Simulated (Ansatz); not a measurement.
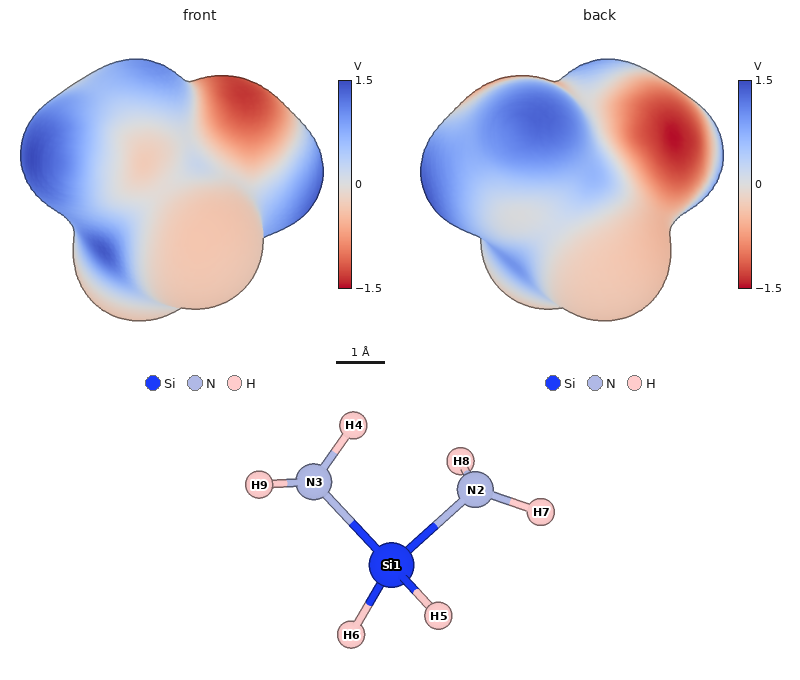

*H$_{6}$N$_{2}$Si. The molecular electrostatic potential painted on the density surface at 0.002 e/bohr³, seen from the front and from behind; red is negative and blue positive. The bare structure is drawn below in the same view.*

Not at a stationary point (largest force 1.0 eV/Å).

All numbers below come from Ansatz 0.2.0, RKS B3LYP-D4/def2-SVP.

```xyz
9

Si   -0.6575   -0.0345   -0.2148
N     0.3812    1.0107    0.7956
N     0.5588   -1.2024   -0.5617
H     1.4226   -0.6716   -0.4519
H    -1.1672    0.8510   -1.3102
H    -1.8503   -0.6733    0.4219
H     0.1019    1.9858    0.8926
H     0.6253    0.6419    1.7148
H     0.5852   -1.9078   -1.2861
```

Q: Where is the surface potential most negative and most positive?

A: The most negative region (about −1.4 V, or −32 kcal/mol for a unit charge) lies over N3, the most positive (about +1.4 V, or +32 kcal/mol for a unit charge) over H9. N3 is the likeliest acceptor of a hydrogen bond.
